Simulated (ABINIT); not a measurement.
# A GW chain in ABINIT: CsH (Fm-3m), part 2 of 2

Aim: the G0W0 gap of CsH (Fm-3m) on LDA, step by step.

ABINIT 10.8.3; LDA and many-body steps on it, plane waves. Known limits of the many-body steps: not at the basis limit; no spin-orbit coupling.

So far. Step 2 (Ground state): The gap is direct, at (0.500, 0.000, 0.000). Step 3 (Bands along the symmetry lines): The gap is 1.956 eV, as in the run before at this level.

The database entry behind the starting cell differs from later determinations by our own check (0.1 to 0.3 % short, probably kX units), so it need not match the best structure at ambient conditions.

## (4) Empty states on the mesh, 4×4×4 mesh, 51 bands

Level of this step: DFT, LDA, plane waves, norm-conserving pseudopotentials (ABINIT).

The sums over transitions need many empty states on a uniform mesh; this step solves for them.

run.abi reads:

```
acell 3*1.0 Angstrom
rprim 
  -0.000000000000 3.188000000000 3.188000000000
  3.188000000000 -0.000000000000 3.188000000000
  3.188000000000 3.188000000000 -0.000000000000
ntypat 2
znucl 55 1
natom 2
typat 1 2
xred 
  0.000000000000 0.000000000000 0.000000000000
  0.500000000000 0.500000000000 0.500000000000
pp_dirpath "pseudos"
pseudos "Cs.upf, H.upf"
ecut 31
ngkpt 4 4 4
nshiftk 1
shiftk 0 0 0
kptopt 1
chksymbreak 0
iscf -2
irdden 1
istwfk *1
nband 51
nbdbuf 4
tolwfr 1e-09
nstep 60
prtvol 0
indata_prefix "in"
outdata_prefix "out"
tmpdata_prefix "tmp"
```

Launch:

```
> OMP_NUM_THREADS=1 mpirun -n 4 abinit run.abi > log
```

Numbers of over 12 decimals in the logs are rounded to 6 here.

The program printed:

```text
.Version 10.8.3 of ABINIT. v10.8.2 released Aug 2026.

 Symmetries : space group Fm -3 m (#225); Bravais cF (face-center cubic)
[... echo of the input left out ...]
== DATASET  1 ==================================================================
-   mpi_nproc: 4, omp_nthreads: 1 (-1 if OMP is not activated)

--- !DatasetInfo
iteration_state: {dtset: 1, }
dimensions: {natom: 2, nkpt: 8, mband: 51, nsppol: 1, nspinor: 1, nspden: 1, mpw: 3647, }
cutoff_energies: {ecut:  31.0, pawecutdg:  -1.0, }
electrons: {nelect:   1.00000000E+01, charge:   0.00000000E+00, occopt:   1.00000000E+00, tsmear:   1.00000000E-02, }

 Real(R)+Recip(G) space primitive vectors, cartesian coordinates (Bohr,Bohr^-1):
 R(1)=  0.0000000  6.0244469  6.0244469  G(1)= -0.0829952  0.0829952  0.0829952
 R(2)=  6.0244469  0.0000000  6.0244469  G(2)=  0.0829952 -0.0829952  0.0829952
 R(3)=  6.0244469  6.0244469  0.0000000  G(3)=  0.0829952  0.0829952 -0.0829952
 Unit cell volume ucvol=  4.3730207E+02 bohr^3
 Angles (23,13,12)=  6.00000000E+01  6.00000000E+01  6.00000000E+01 degrees

 getcut: wavevector=  0.0000  0.0000  0.0000  ngfft=  45  45  45
         ecut(hartree)=     31.000   => boxcut(ratio)=   2.06051

--- Pseudopotential description ------------------------------------------------
- Cs Generated using ONCVPSP code by D. R. Hamann
- 55.00000   9.00000  201201                  znucl, zion, pspdat
12 -1012 3 -1 2328                            pspcod,pspxc,lmax,lloc,mmax
     nproj     2     2     2     2
  pspatm : epsatm=   21.68725381
         --- l  ekb(1:nproj) -->
             0    6.247599    0.778427
             1    6.343167    0.797067
             2    3.778962    0.917083
[...]
pspatm: atomic psp has been read  and splines computed

- H Generated using ONCVPSP code by D. R. Hamann
-  1.00000   1.00000  180309                  znucl, zion, pspdat
12 -1012 1 -1 1180                            pspcod,pspxc,lmax,lloc,mmax
     nproj     2     1     0     0
  pspatm : epsatm=    0.35439867
         --- l  ekb(1:nproj) -->
[...]
1   -0.275071
 pspatm: atomic psp has been read  and splines computed

--------------------------------------------------------------------------------

================================================================================
 prteigrs : about to open file out_EIG
 Non-SCF case, kpt    1 (  0.00000  0.00000  0.00000), residuals and eigenvalues=
  1.82E-10  2.32E-10  4.81E-10  8.67E-10  9.09E-10  1.49E-10  2.69E-10  5.76E-10
  6.42E-10  1.35E-10  3.49E-10  1.95E-10  1.99E-10  4.81E-10  9.52E-10  2.71E-10
  5.27E-10  5.58E-10  3.80E-10  5.71E-10  7.79E-10  3.71E-10  2.09E-10  3.60E-10
[...]
-7.2637E-01 -2.2574E-01 -2.2574E-01 -2.2574E-01 -4.1780E-03  2.4858E-01
  2.4858E-01  2.4858E-01  2.7254E-01  3.1552E-01  3.1552E-01  3.5833E-01
  3.9728E-01  3.9728E-01  3.9728E-01  5.9317E-01  5.9317E-01  5.9317E-01
[...]
1.1620E+00  1.1952E+00  1.1952E+00  1.1952E+00  1.2478E+00  1.2478E+00
  1.2478E+00  1.3337E+00  1.3337E+00  1.3337E+00  1.4070E+00  1.4070E+00
[...]
prteigrs : prtvol=0 or 1, do not print more k-points.

--- !ResultsGS
iteration_state: {dtset: 1, }
comment   : Summary of ground state results
lattice_vectors:
- [ -0.0000000,   6.0244469,   6.0244469, ]
- [  6.0244469,  -0.0000000,   6.0244469, ]
- [  6.0244469,   6.0244469,  -0.0000000, ]
lattice_lengths: [   8.51985,    8.51985,    8.51985, ]
lattice_angles: [ 60.000,  60.000,  60.000, ] # degrees, (23, 13, 12)
lattice_volume:   4.3730207E+02
convergence: {deltae:  0.000E+00, res2:  0.000E+00, residm:  9.847E-10, diffor:  0.000E+00, }
etotal    :  -2.40269342E+01
entropy   :   0.00000000E+00
fermie    :   6.42267460E-02
cartesian_stress_tensor: null
pressure_GPa: null
xred      :
- [  0.0000E+00,   0.0000E+00,   0.0000E+00, Cs]
- [  5.0000E-01,   5.0000E-01,   5.0000E-01,  H]
cartesian_forces: null
force_length_stats: {min: null, max: null, mean: null, }

 Integrated electronic density in atomic spheres:
 ------------------------------------------------
 Atom  Sphere_radius  Integrated_density
[...]
================================================================================

 ----iterations are completed or convergence reached----

 Mean square residual over all n,k,spin=   48.513E-11; max=  98.471E-11
 reduced coordinates (array xred) for    2 atoms
[...]
0.500000000000      0.500000000000      0.500000000000

 cartesian coordinates (angstrom) at end:
    1      0.000000     0.000000     0.000000
    2      3.188000     3.188000     3.188000
 length scales=  1.889726125908  1.889726125908  1.889726125908 bohr
              =  1.000000000000  1.000000000000  1.000000000000 angstroms
 prteigrs : about to open file out_EIG
 Eigenvalues (hartree) for nkpt=   8  k points:
 kpt#   1, nband= 51, wtk=  0.01563, kpt=  0.0000  0.0000  0.0000 (reduced coord)
[...]
1.07738    1.07738    1.15030    1.15030    1.16195    1.19516    1.19516    1.19516
   1.24777    1.24777    1.24777    1.33374    1.33374    1.33374    1.40700    1.40700
   1.40700    1.41736    1.41875
 prteigrs : prtvol=0 or 1, do not print more k-points.

== END DATASET(S) ==============================================================
================================================================================

 -outvars: echo values of variables after computation  --------
            nband          51
             nkpt           8
          spgroup         225
 [... the other variables as echoed above ...]

 Calculation completed.
```

Wall time 21 s (4 MPI ranks of Arm Neoverse N1, shared host); peak memory 0.28 GiB; 85 s of CPU time.

Numbers from this step:

```yaml
gap: 1.956 eV
k_of_the_valence_top: 0.5, 0, 0
k_of_the_conduction_bottom: 0.5, 0, 0
least_direct_gap: 1.956 eV
k_points_computed: 8
lowest_point_of_the_top_converged_band_above_the_valence_top: 33.25 eV
```

On this mesh the gap is 1.956 eV.

## (5) Screening, 4×4×4 mesh, 47 bands, screening to 106.1 eV

The RPA dielectric matrix is built and inverted for each q.

This step: RPA screening on LDA, plane waves, norm-conserving pseudopotentials.

Edit run.abi of step 4 so:

```diff
@@ -20,10 +20,11 @@
 chksymbreak 0
-iscf -2
-irdden 1
 istwfk *1
-nband 51
-nbdbuf 4
-tolwfr 1e-09
-nstep 60
-prtvol 0
+occopt 1
+irdwfk 1
+optdriver 3
+nband 47
+ecuteps 3.9
+inclvkb 2
+awtr 1
+symchi 1
 indata_prefix "in"
```

The program printed:

```text
.Version 10.8.3 of ABINIT. v10.8.2 released Aug 2026.

 Symmetries : space group Fm -3 m (#225); Bravais cF (face-center cubic)
[... echo of the input left out ...]
== DATASET  1 ==================================================================
-   mpi_nproc: 4, omp_nthreads: 1 (-1 if OMP is not activated)

--- !DatasetInfo
iteration_state: {dtset: 1, }
dimensions: {natom: 2, nkpt: 8, mband: 47, nsppol: 1, nspinor: 1, nspden: 1, mpw: 3647, }
cutoff_energies: {ecut:  31.0, pawecutdg:  -1.0, }
electrons: {nelect:   1.00000000E+01, charge:   0.00000000E+00, occopt:   1.00000000E+00, tsmear:   1.00000000E-02, }

 SCREENING: Calculation of the susceptibility and dielectric matrices

 Based on a program developped by R.W. Godby, V. Olevano, G. Onida, and L. Reining.
 Incorporated in ABINIT by V. Olevano, G.-M. Rignanese, and M. Torrent.
.Using double precision arithmetic ; gwpc =  8

[... cell and pseudopotentials left out ...]
--------------------------------------------------------------------------------

 ==== K-mesh for the wavefunctions ====
 Number of points in the irreducible wedge :     8
[... list of points left out ...]
 Together with 48 symmetry operations and time-reversal symmetry
 yields    64 points in the full Brillouin Zone.

 ==== Q-mesh for the screening function ====
 Number of points in the irreducible wedge :     8
[... list of points left out ...]
 Together with 48 symmetry operations and time-reversal symmetry
 yields    64 points in the full Brillouin Zone.

 setmesh: FFT mesh size selected  =    30x   30x   30
          total number of points  =        27000

 vcoul_init : cutoff-mode = AUXILIARY_FUNCTION
 q-points for optical limit:   1
     1)      0.000010    0.000020    0.000030

- screening: taking advantage of time-reversal symmetry
- Maximum band index for partially occupied states nbvw = 5
- Remaining bands to be divided among processors   nbcw = 42
- Number of bands treated by each node ~10

 Number of electrons calculated from density =   10.0000; Expected =   10.0000
 average of density, n =  0.022867
 r_s =    2.1856
 omega_plasma =   14.5870 [eV]

 calculating chi0 at frequencies [eV] :
  1    0.000000E+00    0.000000E+00
  2    0.000000E+00    1.458696E+01

--------------------------------------------------------------------------------
  q-point number  1        q = ( 0.000000, 0.000000, 0.000000) [r.l.u.]
--------------------------------------------------------------------------------
[... chi0 elements left out ...]
 For q-point:  0.000010 0.000020 0.000030
  dielectric constant =   3.2422
  dielectric constant without local fields =   3.7583

  Average fulfillment of the sum rule on Im[epsilon] for q-point    1 :     70.43  [%]
[... wings left out ...]
  q-point number  2        q = ( 0.250000, 0.000000, 0.000000) [r.l.u.]
--------------------------------------------------------------------------------
[... chi0 elements left out ...]
  Average fulfillment of the sum rule on Im[epsilon] for q-point    2 :     93.65  [%]

 [... 6 further q-points ...]
```

Elapsed: 12 s, on 4 MPI ranks; peak memory 0.62 GiB; 49 s of CPU time.

This step gave:

* ε∞ with local fields, on this mesh, along the program's q direction: 3.242
* the same without local fields: 3.758
* plasma frequency: 14.59 eV
* plane waves in the screening matrix: 169

Local fields lower ε∞ by 14 %.

## (6) Self-energy, 4×4×4 mesh, 47 bands, screening to 106.1 eV

The self-energy is evaluated for the states that the input lists, and the levels follow from it, in one-shot runs by the linearised quasiparticle equation.

This step: G0W0 on LDA, plane waves, norm-conserving pseudopotentials.

Edit run.abi of step 5 so:

```diff
@@ -23,8 +23,17 @@
 irdwfk 1
-optdriver 3
+optdriver 4
 nband 47
+gwcalctyp 0
+ecutsigx 31
+symsigma 1
+nkptgw 2
+kptgw 
+  0.5000000000 0.0000000000 0.0000000000
+  0.0000000000 0.0000000000 0.0000000000
+bdgw 
+  3 8
+  2 8
 ecuteps 3.9
-inclvkb 2
-awtr 1
-symchi 1
+irdscr 1
+ppmodel 1
 indata_prefix "in"
```

The program printed:

```text
.Version 10.8.3 of ABINIT. v10.8.2 released Aug 2026.

 Symmetries : space group Fm -3 m (#225); Bravais cF (face-center cubic)
[... echo of the input left out ...]
== DATASET  1 ==================================================================
-   mpi_nproc: 4, omp_nthreads: 1 (-1 if OMP is not activated)

--- !DatasetInfo
iteration_state: {dtset: 1, }
dimensions: {natom: 2, nkpt: 8, mband: 47, nsppol: 1, nspinor: 1, nspden: 1, mpw: 3647, }
cutoff_energies: {ecut:  31.0, pawecutdg:  -1.0, }
electrons: {nelect:   1.00000000E+01, charge:   0.00000000E+00, occopt:   1.00000000E+00, tsmear:   1.00000000E-02, }

 SIGMA: Calculation of the GW corrections

 Based on a program developped by R.W. Godby, V. Olevano, G. Onida, and L. Reining.
 Incorporated in ABINIT by V. Olevano, G.-M. Rignanese, and M. Torrent.
.Using double precision arithmetic ; gwpc =  8

[... cell and pseudopotentials left out ...]
--------------------------------------------------------------------------------

 ==== K-mesh for the wavefunctions ====
 Number of points in the irreducible wedge :     8
[... list of points left out ...]
 Together with 48 symmetry operations and time-reversal symmetry
 yields    64 points in the full Brillouin Zone.

 ==== Q-mesh for screening function ====
 Number of points in the irreducible wedge :     8
[... list of points left out ...]
 Together with 48 symmetry operations and time-reversal symmetry
 yields    64 points in the full Brillouin Zone.

 vcoul_init : cutoff-mode = AUXILIARY_FUNCTION
 q-points for optical limit:   1
     1)      0.000010    0.000020    0.000030
 setmesh: FFT mesh size selected  =    45x   45x   45
          total number of points  =        91125

 Number of electrons calculated from density =   10.0000; Expected =   10.0000
 average of density, n =  0.022867
 r_s =    2.1856
 omega_plasma =   14.5870 [eV]

 === KS Band Gaps ===
  >>>> For spin  1
   Minimum direct gap =   1.9563 [eV], located at k-point      :   0.5000  0.0000  0.0000
   Fundamental gap    =   1.9563 [eV], Top of valence bands at :   0.5000  0.0000  0.0000
                                       Bottom of conduction at :   0.5000  0.0000  0.0000
 SIGMA fundamental parameters:
 PLASMON POLE MODEL  1
 number of plane-waves for SigmaX                 3647
 number of plane-waves for SigmaC and W            169
 number of plane-waves for wavefunctions          3647
 number of bands                                    47
 number of independent spin polarizations            1
 number of spinorial components                      1
 number of k-points in IBZ                           8
 number of q-points in IBZ                           8
 number of symmetry operations                      48
 number of k-points in BZ                           64
 number of q-points in BZ                           64
 number of frequencies for dSigma/dE                 9
 frequency step for dSigma/dE [eV]                0.25
 number of omega for Sigma on real axis              0
 max omega for Sigma on real axis  [eV]           0.00
 zcut for avoiding poles [eV]                     0.10

 EPSILON^-1 parameters (SCR file):
 dimension of the eps^-1 matrix on file            169
 dimension of the eps^-1 matrix used               169
 number of plane-waves for wavefunctions          3647
 number of bands                                    47
 number of q-points in IBZ                           8
 number of frequencies                               2
 number of real frequencies                          1
 number of imag frequencies                          1

 matrix elements of self-energy operator (all in [eV])

 Perturbative Calculation

--- !SelfEnergy_ee
iteration_state: {dtset: 1, }
kpoint     : [   0.500,    0.000,    0.000, ]
spin       : 1
KS_gap     :    1.956
QP_gap     :    4.019
Delta_QP_KS:    2.063
data: !SigmaeeData |
     Band     E0 <VxcDFT>   SigX SigC(E0)      Z dSigC/dE  Sig(E)    E-E0       E
        3  -6.239 -12.949 -17.428   2.583   0.782  -0.278 -14.432  -1.484  -7.723
        4  -6.239 -12.949 -17.428   2.583   0.782  -0.278 -14.432  -1.484  -7.723
        5   1.748 -10.145 -13.340   1.751   0.776  -0.289 -11.265  -1.121   0.627
        6   3.704  -6.808  -2.820  -2.856   0.833  -0.201  -5.866   0.942   4.646
        7   6.327  -8.086  -3.583  -3.019   0.823  -0.216  -6.865   1.221   7.548
        8   6.327  -8.086  -3.583  -3.019   0.823  -0.216  -6.865   1.221   7.548

--- !SelfEnergy_ee
iteration_state: {dtset: 1, }
kpoint     : [   0.000,    0.000,    0.000, ]
spin       : 1
KS_gap     :    6.878
QP_gap     :    9.324
Delta_QP_KS:    2.446
data: !SigmaeeData |
     Band     E0 <VxcDFT>   SigX SigC(E0)      Z dSigC/dE  Sig(E)    E-E0       E
        2  -6.143 -13.045 -17.504   2.569   0.783  -0.277 -14.525  -1.480  -7.623
        3  -6.143 -13.045 -17.504   2.569   0.783  -0.277 -14.525  -1.480  -7.623
        4  -6.143 -13.045 -17.504   2.569   0.783  -0.277 -14.525  -1.480  -7.623
        5  -0.114  -8.411 -11.824   1.890   0.772  -0.296  -9.586  -1.175  -1.289
        6   6.764  -8.085  -3.323  -3.207   0.818  -0.223  -6.814   1.271   8.036
        7   6.764  -8.085  -3.323  -3.207   0.818  -0.223  -6.814   1.271   8.036
        8   6.764  -8.085  -3.323  -3.207   0.818  -0.223  -6.814   1.271   8.036

== END DATASET(S) ==============================================================
================================================================================

 -outvars: echo values of variables after computation  --------
           etotal      0.0000000000E+00
            nband          47
             nkpt           8
          spgroup         225
 [... the other variables as echoed above ...]

 Calculation completed.
```

Run time: 8.8 s. Hardware: 4 MPI ranks; peak memory 0.57 GiB; 35 s of CPU time.

Numbers from this step:

```
G0W0 gap on the points computed              : 4.019 eV
starting gap on the mesh                     : 1.956 eV
k of the valence top                         : 0.5, 0, 0
k of the conduction bottom                   : 0.5, 0, 0
Z at the valence top                         : 0.776
Z at the conduction bottom                   : 0.833
least direct G0W0 gap on the computed points : 4.019 eV
```

The gap on the mesh goes from 1.96 eV to 4.02 eV, a correction of +2.06 eV.

Limits: finite bands, cutoff and mesh; no spin-orbit coupling. v1 is the top filled band, c1 the lowest empty one. Levels before and after the correction, in eV, zero at the valence-band top of each column:

```
           conduction bottom  valence top
Kohn-Sham               1.96         0.00
     G0W0               4.02         0.00
```

```
                     level  energy (eV)
Kohn-Sham  (0.5 0 0) v3-v2       -7.987
Kohn-Sham     (0.5 0 0) v1        0.000
Kohn-Sham     (0.5 0 0) c1        1.956
Kohn-Sham  (0.5 0 0) c2-c3        4.579
     G0W0  (0.5 0 0) v3-v2       -8.350
     G0W0     (0.5 0 0) v1        0.000
     G0W0     (0.5 0 0) c1        4.019
     G0W0  (0.5 0 0) c2-c3        6.921
```

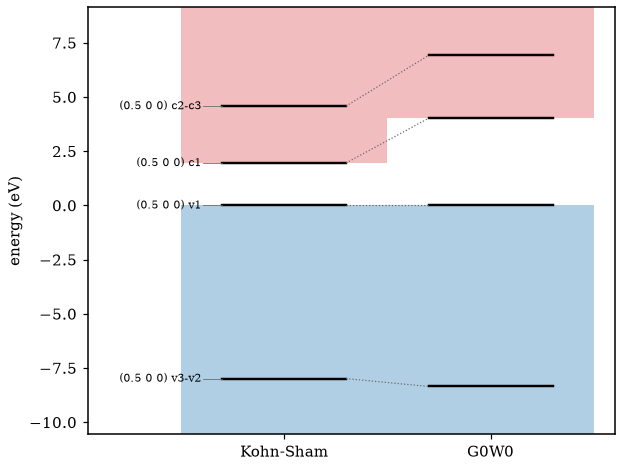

Levels before and after the correction. Shaded: valence and conduction bands.

## (7) Where the time went

Times are wall times on 4 MPI ranks of Arm Neoverse N1, shared host, good to a factor of about two.

```
                          step   time  share  memory (GiB)
                  ground state   12 s   15 %          0.32
bands along the symmetry lines   25 s   32 %          0.29
      empty states on the mesh   21 s   27 %          0.28
                     screening   12 s   16 %          0.62
                   self-energy  8.8 s   11 %          0.57
```

## (8) Results

```json
{
  "LDA gap": "1.96 eV, direct",
  "G0W0 gap on the mesh": "4.02 eV",
  "GW settings": "4×4×4 mesh, 47 bands, screening to 106.1 eV, Godby-Needs plasmon pole",
  "known limits": "not at the basis limit; no spin-orbit coupling"
}
```

**Reading.** G0W0 moves the gap on the mesh from 1.96 eV to 4.02 eV (+2.06 eV), with Z of 0.78 and 0.83 at the edges. Local fields lower the RPA ε∞ on this mesh from 3.76 to 3.24. Only 2 of the mesh's irreducible points were corrected, so a valley elsewhere could overtake. Bands and cutoff are finite, so the gap is not at the basis limit. The miss can reach some tenths of an eV and take either sign; the mesh is an error of its own. In the G0W0 run levels were corrected at 2 k points alone, so a gap called «on the mesh» is the least over those, and an edge elsewhere would be missed. The many-body steps are scalar-relativistic: spin-orbit coupling is not in them.

[Paths, hosts, dates, memory and timing lines, banners, echoed tables and standing remarks are left out of the program output.]

[Logs are printed without paths, hosts, clocks, repeated set-up lines and the standing remarks that a program may print on its own settings, such as how far it seeks lower states.]

[Runs of the session that timed out or met a known fault of the program may be left out.]

[Hosts, paths, dates, database ids (printed as entryN), source tags and the programs' standing remarks are cut or masked in the printed files.]

[G0W0 gaps are taken among the corrected bands and points alone; a level outside them can change the order at an edge.]

[Where Ansatz stands beside ABINIT at settings called matched, ABINIT's density can come from a denser mesh and the files from another edition; pairs whose starting gaps differed by over 0.03 eV were left out, so agreement reads better than it is.]
